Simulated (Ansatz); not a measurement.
**SnNH5 (SMILES [NH2][SnH3]): levels of theory compared**

Aim: a comparison of 3 runs (HF/3-21G, wB97X/STO-3G, MP2/def2-SVP) of SnNH5. 

Program for the calculation: Ansatz 0.2.0.

## 1. The molecule

The species is SnNH5 (7 atoms), meant as a singlet with charge 0. As SMILES, `[NH2][SnH3]`. Geometry: relaxed at PBE0-D4/def2-TZVP.

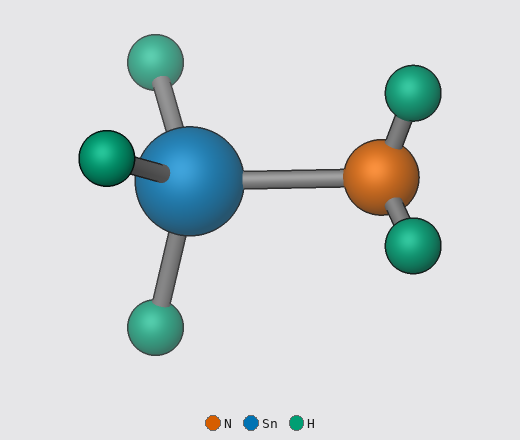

Viewed from a chosen angle; nitrogen orange, tin blue, hydrogen teal.

## 2. Energy and gradient at HF/3-21G (run 1)

Contents of molecule.yaml:

```yaml
crystal:
  periodic: [false, false, false]
  atoms:
    - symbol: N
      position_ang: [-0.499600, -1.183300, 0.116600]
    - symbol: Sn
      position_ang: [0.136800, 0.730400, -0.135600]
    - symbol: H
      position_ang: [-0.001800, -1.844500, -0.466500]
    - symbol: H
      position_ang: [-0.413700, -1.504900, 1.072700]
    - symbol: H
      position_ang: [-0.115800, 1.092800, -1.781700]
    - symbol: H
      position_ang: [-0.836300, 1.684400, 0.888000]
    - symbol: H
      position_ang: [1.791700, 0.957100, 0.260900]
basis:
  gaussian:
    orbitals: 3-21G-spherical.json
hamiltonian:
  xc: hf
accuracy: high
output: {forces: true, orbitals: {seedname: orbitals}}
```

The basis set 3-21G is read from a file made from the Basis Set Exchange's data (not shown).

The run is started by

```bash
ansatz run molecule.yaml --threads 1 --pin off --max-ram 2610MiB --events-out events.jsonl --progress --plain --runs-dir runs
```

What it wrote:

```text
Warning: RAYON_NUM_THREADS=1 ignored (pool sized by the plan → 1); use --threads N
Functional definition: HF
  name "HF"
  exchange = exact_x
  correlation = 0
1063 factors; integrals over basis functions are off by at most 7.3e-9 eV
mean field evaluation 1: about -164716.6357 eV, gradient 2.7e1 eV
mean field evaluation 2: about -164716.8030 eV, gradient 2.8e1 eV
mean field evaluation 4: about -164718.4596 eV, gradient 1.5e0 eV
mean field evaluation 8: about -164718.4742 eV, gradient 4.5e-3 eV
mean field -164718.47415093 eV, -6053.2922748548 hartree, gradient 3.0e-8 eV, S^2 0.000000; 0 other end points of the search recorded, 0 dependent functions left out
the calculation of the forces begins
reference -164718.47415093 eV, -6053.2922748548 hartree; 31, 31 occupied and 19, 19 virtual orbitals, 1063 factors
Total energy: -164718.47415093 eV, -6053.2922748548 hartree
Atom 0 at    -0.499600    -1.183300     0.116600 Å, force     1.168849     0.080632     0.293219 eV/Å
Atom 1 at     0.136800     0.730400    -0.135600 Å, force    -0.432728    -0.401213    -0.026003 eV/Å
Atom 2 at    -0.001800    -1.844500    -0.466500 Å, force    -0.441039    -0.166186    -0.107717 eV/Å
Atom 3 at    -0.413700    -1.504900     1.072700 Å, force    -0.453778    -0.155881    -0.059354 eV/Å
Atom 4 at    -0.115800     1.092800    -1.781700 Å, force    -0.032870     0.199884    -0.478304 eV/Å
Atom 5 at    -0.836300     1.684400     0.888000 Å, force    -0.237172     0.368194     0.279254 eV/Å
Atom 6 at     1.791700     0.957100     0.260900 Å, force     0.428737     0.074569     0.098905 eV/Å
Dipole moment:     0.321452    -0.073221     0.102149 e Å
```

Run time: 1.6 s. Hardware: 1 thread of Arm Neoverse V2, shared host.

## 3. Energy and forces at wB97X/STO-3G (run 2)

Contents of input.yaml:

```yaml
crystal:
  periodic: [false, false, false]
  atoms:
    - {symbol: N, position_ang: [-0.499600, -1.183300, 0.116600]}
    - {symbol: Sn, position_ang: [0.136800, 0.730400, -0.135600]}
    - {symbol: H, position_ang: [-0.001800, -1.844500, -0.466500]}
    - {symbol: H, position_ang: [-0.413700, -1.504900, 1.072700]}
    - {symbol: H, position_ang: [-0.115800, 1.092800, -1.781700]}
    - {symbol: H, position_ang: [-0.836300, 1.684400, 0.888000]}
    - {symbol: H, position_ang: [1.791700, 0.957100, 0.260900]}
basis:
  gaussian: {orbitals: STO-3G}
hamiltonian: {xc: {name: wB97X}}
accuracy: high
output: {forces: true, orbitals: {seedname: orbitals}}
```

The run is started by

```bash
ansatz run input.yaml --threads 1 --pin off --max-ram 2610MiB --events-out events.jsonl --progress --plain --runs-dir runs
```

What it wrote, cut to the lines that bear on the results:

```text
Warning: RAYON_NUM_THREADS=1 ignored (pool sized by the plan → 1); use --threads N
Functional definition: wB97X
  name "wB97X"
[...]
      + exact_x_lr(omega)
[...]
      + integral(e_c_pw_opposite_spin*poly(b97_u_opposite, 1, cos1, cos2, cos3, cos4))
694 factors; integrals over basis functions are off by at most 4.5e-9 eV
176 factors; integrals over basis functions are off by at most 5.8e-10 eV
[...]
mean field -163880.39650891 eV, -6022.4934895800 hartree, gradient 3.1e-8 eV, S^2 0.000000; 0 other end points of the search recorded, 0 dependent functions left out
[...]
reference -163880.39650700 eV, -6022.4934895097 hartree; 31, 31 occupied and 6, 6 virtual orbitals, 694 factors
Total energy: -163880.39650700 eV, -6022.4934895097 hartree
Atom 0 at    -0.499600    -1.183300     0.116600 Å, force    -0.675577     2.618777    -0.760608 eV/Å
Atom 1 at     0.136800     0.730400    -0.135600 Å, force    -0.074405     0.178525    -0.059479 eV/Å
Atom 2 at    -0.001800    -1.844500    -0.466500 Å, force     0.775685    -1.104803    -0.661825 eV/Å
Atom 3 at    -0.413700    -1.504900     1.072700 Å, force     0.243973    -0.666475     1.327252 eV/Å
Atom 4 at    -0.115800     1.092800    -1.781700 Å, force     0.210213    -0.216760     1.168754 eV/Å
Atom 5 at    -0.836300     1.684400     0.888000 Å, force     0.722089    -0.636917    -0.727769 eV/Å
Atom 6 at     1.791700     0.957100     0.260900 Å, force    -1.201978    -0.172346    -0.286326 eV/Å
Dipole moment:     0.282208     0.017552     0.071590 e Å
```

Wall time 13 s (1 thread of Arm Neoverse V2, shared host); peak memory 0.32 GiB.

## 4. Energy and gradient at MP2/def2-SVP (core potential) (run 3)

Contents of input.yaml:

```yaml
crystal:
  periodic: [false, false, false]
  atoms:
    - symbol: N
      position_ang: [-0.499600, -1.183300, 0.116600]
    - symbol: Sn
      position_ang: [0.136800, 0.730400, -0.135600]
    - symbol: H
      position_ang: [-0.001800, -1.844500, -0.466500]
    - symbol: H
      position_ang: [-0.413700, -1.504900, 1.072700]
    - symbol: H
      position_ang: [-0.115800, 1.092800, -1.781700]
    - symbol: H
      position_ang: [-0.836300, 1.684400, 0.888000]
    - symbol: H
      position_ang: [1.791700, 0.957100, 0.260900]
basis:
  gaussian: {orbitals: def2-SVP}
correlation: {method: mp2, frozen_orbitals: {H: 0, "N": 1, Sn: 4}}
output: {forces: true, orbitals: {seedname: orbitals}}
accuracy: high
```

The run is started by

```bash
ansatz run input.yaml --threads 1 --pin off --max-ram 2610MiB --events-out events.jsonl --progress --plain --runs-dir runs
```

What it wrote, cut to the lines that bear on the results:

```text
Warning: RAYON_NUM_THREADS=1 ignored (pool sized by the plan → 1); use --threads N
[... 2 set-up lines as earlier in the session ...]
[...]
1601 factors; integrals over basis functions are off by at most 3.1e-9 eV
[...]
mean field -7364.20476067 eV, -270.6295333175 hartree, gradient 5.4e-8 eV, S^2 0.000000; 0 other end points of the search recorded, 0 dependent functions left out
5 core orbitals not correlated: weight in the atoms' cores, before any rotation towards them, 1.000 or more for the frozen orbitals, at most 0.000 for the correlated occupied ones
reference -7364.20476067 eV, -270.6295333175 hartree; 12, 12 occupied and 48, 48 virtual orbitals, 1601 factors
second order -8.16757155 eV of doubles, -0.00000000 eV of singles
[...]
Total energy: -7372.37233223 eV, -270.9296860359 hartree
Atom 0 at    -0.499600    -1.183300     0.116600 Å, force    -0.264938     0.013054    -0.075458 eV/Å
Atom 1 at     0.136800     0.730400    -0.135600 Å, force     0.124218     0.299695    -0.032283 eV/Å
Atom 2 at    -0.001800    -1.844500    -0.466500 Å, force     0.131039    -0.238992    -0.153168 eV/Å
Atom 3 at    -0.413700    -1.504900     1.072700 Å, force     0.015800    -0.144317     0.278418 eV/Å
Atom 4 at    -0.115800     1.092800    -1.781700 Å, force     0.009044     0.023717     0.037549 eV/Å
Atom 5 at    -0.836300     1.684400     0.888000 Å, force     0.028578     0.007948    -0.034458 eV/Å
Atom 6 at     1.791700     0.957100     0.260900 Å, force    -0.043741     0.038895    -0.020601 eV/Å
Dipole moment:     0.218830    -0.088704     0.078081 e Å
```

Wall time 4.8 s (1 thread of Arm Neoverse V2, shared host).

## 5. All runs side by side

```
run                          level  core potential  frozen core orbitals   energy (Eh)  dipole moment (D)  HOMO energy (eV)  LUMO energy (eV)  wall time
  1                       HF/3-21G            none                     –  -6053.292275               1.66            -10.22              3.41      1.6 s
  2                   wB97X/STO-3G            none                     –  -6022.493490               1.40             -5.76              8.70       13 s
  3  MP2/def2-SVP (core potential)        def2-SVP                     5   -270.929686               1.19            -10.55              3.10      4.8 s
```

## 6. What came out

| quantity | value |
| --- | --- |
| run 3: total energy | -270.92969 Eh |
| run 3: dipole moment (correlated density) | 1.19 D |
| run 3: HOMO energy (Hartree–Fock orbitals) | -10.55 eV |
| run 3: LUMO energy (Hartree–Fock orbitals) | 3.10 eV |
| run 3: HOMO–LUMO gap (Hartree–Fock orbitals) | 13.65 eV |
| run 3: correlation energy (5 core orbitals frozen) | -300.2 mEh |
| run 3: largest force on an atom | 0.326 eV/Å |

**Reading.** The dipole moment runs from 1.19 D (MP2/def2-SVP) to 1.66 D (HF/3-21G). The two ends differ in method and basis and treatment of relativity. Some runs of one species differ in core potentials or relativity; totals across that change don't compare. In run 2 the basis is minimal, so dipoles, gaps and forces are rough. In runs 1, 2 relativity is left out where basis or elements ask for it. All runs together took 19 s, the longest 13 s.
